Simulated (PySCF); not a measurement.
Consider F₄W.

Input

```
mol = gto.M(atom='''
W     -0.00000    -0.00000     0.00000
F      1.79805     0.00000     0.35358
F     -0.00000     1.79805    -0.35358
F     -1.79805    -0.00000     0.35358
F      0.00000    -1.79805    -0.35358''',
    basis={'W': 'def2-SVP', 'F': 'def2-SVP'},
    ecp={'W': 'def2-SVP'},
    charge=0, spin=0)
mf = dft.RKS(mol, xc='PBE0')
mf.grids.atom_grid = (75, 302)  # f atoms: at least (60, 302), unpruned
mf = mf.density_fit()  # W def2-universal-JKFIT, F def2-universal-JKFIT
mf.conv_tol = 1e-09; mf.max_cycle = 55
mf.kernel(dm0)
```

Launched as:

```sh
OMP_NUM_THREADS=2 python run.py
```

Core potentials replace the inner electrons of W.

All numbers below come from PySCF 2.14.0, RKS PBE0, W def2-SVP with ECP60, F def2-SVP; non-relativistic Hamiltonian with scalar-relativistic core potentials where named; density fitting.

**What will maps of the electron density and electron localisation function show?**

W–F (1.83 Å): the density is about 1.2 e/Å³ at the midpoint; the ELF peaks at about 0.85 in the valence shell of F, 0.5 Å from its nucleus, and drops to about 0.25 between the two atoms.

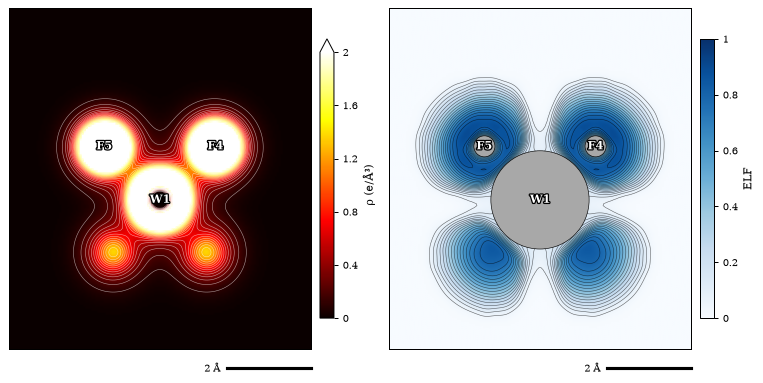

Computed electron density and electron localisation function on the plane of atoms F4, W1 and F5, in this order. Grey discs cover the atomic cores in the ELF map. 
